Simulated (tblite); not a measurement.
## Frequency calculation of C2H9OSi2

- system: C2H9OSi2, multiplicity 2
- method: GFN2-xTB harmonic vibrations, gas phase (tblite 0.8.0)

It belongs to a series of runs on one base structure; here: H removed from Si.

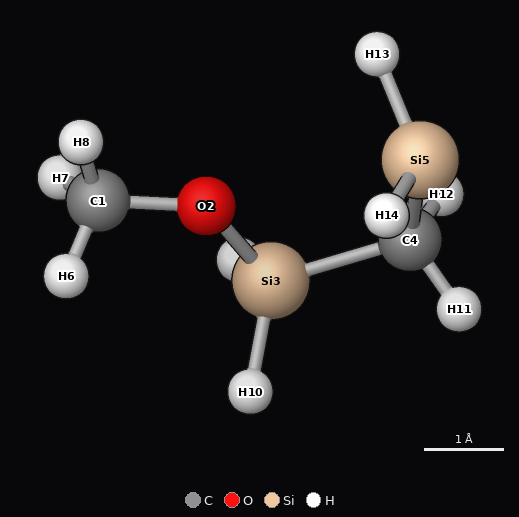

The structure (ball-and-stick view, seen at a tilt; atoms are numbered from 1 in the order of the input). Bond lengths as drawn: C–H 1.09 Å, C–O 1.39 Å, C–Si 1.89 to 1.90 Å, H–Si 1.46 to 1.47 Å and O–Si 1.63 Å.

Summary:

```csv
quantity,value
outcome,converged
total energy,−445.4093 eV
zero-point energy,62.4210 kcal/mol
hardware,"1 CPU thread, shared host"
peak memory,0.18 GiB
```

Input:
```
{"job": {"kind": "ir", "xc": "GFN2-xTB", "basis": "xTB"}, "charge": 0, "multiplicity": 2}
C     -1.856195     1.213472     0.176935
O     -0.656987     0.506182     0.169709
Si    -0.388753    -0.983756     0.769507
C      1.442026    -1.205039     0.341676
Si     2.276138     0.420424    -0.177704
H     -2.197997     1.387608     1.200224
H     -2.635009     0.666884    -0.360724
H     -1.688215     2.173142    -0.313700
H     -1.273453    -1.963756     0.126778
H     -0.654039    -1.009963     2.213580
H      1.954051    -1.639356     1.198865
H      1.540000    -1.934728    -0.461204
H      1.861568     0.919341    -1.482983
H      2.276188     1.449075     0.856899
```

The first line tells a small driver script what to run in tblite; the rest is the geometry in Å.

Launch command:
```bash
OMP_NUM_THREADS=1 python <driver script> task.json out
```

The program's output:
```
mode    cm-1     km/mol
  1     -11.5      0.01
  2      80.9      0.35
  3      91.2      0.55
  4     122.8      2.04
  5     173.2      0.33
  6     206.8      2.12
  7     297.9      6.25
  8     472.0     29.76
  9     488.1     26.33
 10     536.6     45.86
 11     594.5     29.45
 12     650.8     27.50
 13     699.4    174.81
 14     730.1     60.74
 15     754.5    131.20
 16     786.1    413.39
 17     807.7    166.36
 18     828.8    128.23
 19    1027.7      0.53
 20    1135.3    105.56
 21    1137.1     16.68
 22    1141.4     39.61
 23    1158.9    101.60
 24    1419.4      0.37
 25    1473.6      0.61
 26    1485.5      3.79
 27    1491.6      1.77
 28    2190.5    401.14
 29    2232.2    185.51
 30    2278.3    225.25
 31    2295.9    558.84
 32    2945.5     40.72
 33    2959.2     49.95
 34    2982.6     49.07
 35    2989.6     23.76
 36    2998.3     18.64
```

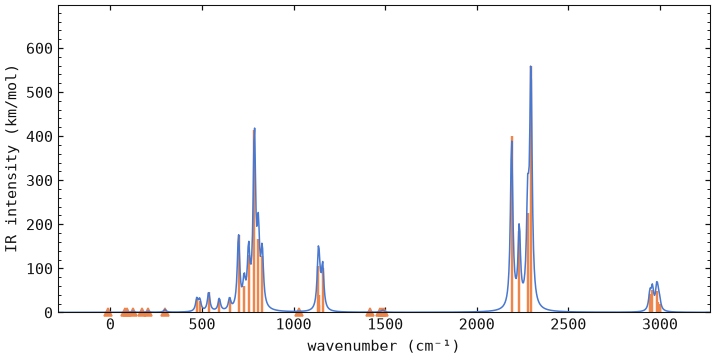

Harmonic infrared spectrum, unscaled: sticks (degenerate modes added up, dark ones marked on the axis) with a Lorentzian envelope of 16 cm⁻¹ full width, scaled to the tallest stick; imaginary modes are drawn at negative wavenumbers. 36 modes from 12i to 2998 cm⁻¹, 1 imaginary beyond 8i (12i cm⁻¹): not a clean minimum; so soft a mode can be a shallow saddle, an incomplete relaxation or noise of the force constants. The strongest line is at 2296 cm⁻¹ (559 km/mol).
